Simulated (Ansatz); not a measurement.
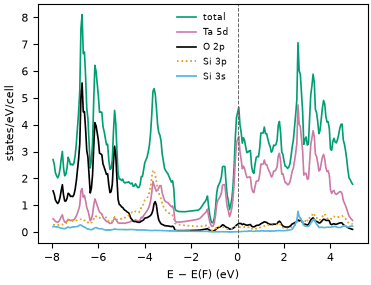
Fig. 1. Total and projected density of states of TaSiO in space group P4/nmm (No. 129; Ta on 2c, Si on 2a, O on 2c), r²SCAN (plane waves, PAW; program Ansatz)

Q: Which orbitals carry the states next to the Fermi level?

A: Within 0.5 eV of the Fermi level: Ta 5d 72 %, O 2p 8 %, Si 3p 6 %, outside the projected shells 7 %. Projections are on Löwdin-orthogonalised atomic valence shells; empty p or d shells of many metals are not among them.

Q: Where is the tallest occupied peak in this window, and what makes it?

A: Near -6.7 eV, about 8.1 states/eV per cell; the largest projected share is O 2p.

The start of the workflow was typed in or built on a structure type; neither database checked (COD, Materials Project) lists it. Its standing as an ambient phase is unchecked. The r²SCAN relaxation kept the symmetry of its start; whether a distortion lowers the energy is not shown. No spin polarisation was allowed. Scalar-relativistic: spin–orbit coupling is off unless named, which matters more the heavier the elements.

Potentials: the earlier of the program's two PAW sets. The files were generated under PBE; for other functionals the program regenerates the frozen cores, and for LDA and PBEsol the local potential too.
